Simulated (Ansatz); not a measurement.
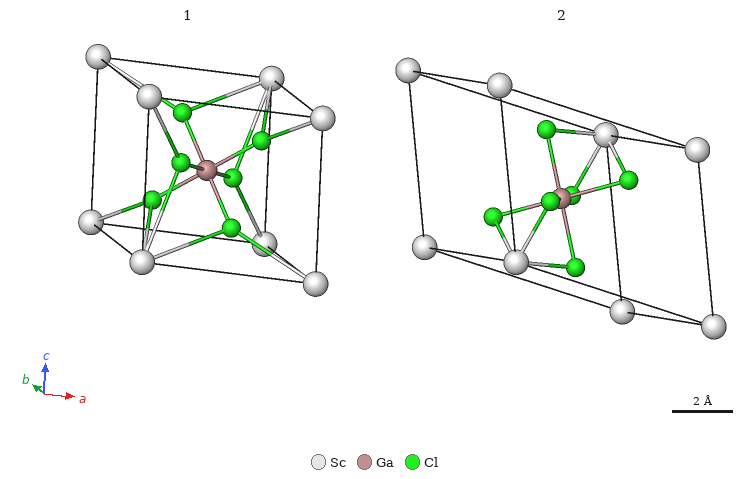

Two geometries of crystalline ScGaCl$_{6}$ (built on the KCrF6-148 type type), drawn at one scale. One is the start of a relaxation, the other its converged end. A ball-and-stick model of the cell of the calculation, seen slightly off an axis.

The calculation used DFT, PBEsol, plane waves, PAW in Ansatz. Settings: plane-wave cutoff 420 eV; k-point mesh 4 × 4 × 4; occupations fermi dirac; smearing width 0.03 eV; no spin polarisation; cell and atoms relaxed; force threshold 0.01 eV/Å; at most 120 steps.

### Which of the two is the end point?

Structure 2 is the relaxed one. The largest moves relative to the cell, 1.05 Å, are those of Cl atoms. Sc and Ga stay in place. The volume changes by +14.9 %, with a = b = c 5.984 → 7.019 Å (+17.3 %), α 98.0° → 112.0°, β 98.0° → 112.0°, γ 98.0° → 112.0°. Among the contacts that change: Cl–Sc 3.449 → 5.152 Å, Cl–Sc 3.604 → 2.479 Å, Cl–Ga 2.196 → 2.375 Å. Among the angles between lasting bonds that change: Cl–Ga–Cl 89.9° → 87.0°, Cl–Ga–Cl 90.1° → 93.0°. The space group stays R-3 (No. 148). Over 18 accepted moves (20 points after the start) the energy falls by 906 meV per atom. Largest force component: 1.9 eV/Å at the start, 0.00035 eV/Å at the end. The pressure goes from 0.81 to 0.03 GPa. The SCF was repeated twice at an unchanged geometry on a basis and grid sized afresh for the cell, which shifted the energy by 8.7 meV per atom at most. The run took 2.3 min on 4 threads of Intel(R) Xeon(R) Processor @ 2.50GHz (Skylake/Cascade Lake), on a shared host, peak memory 0.72 GiB.
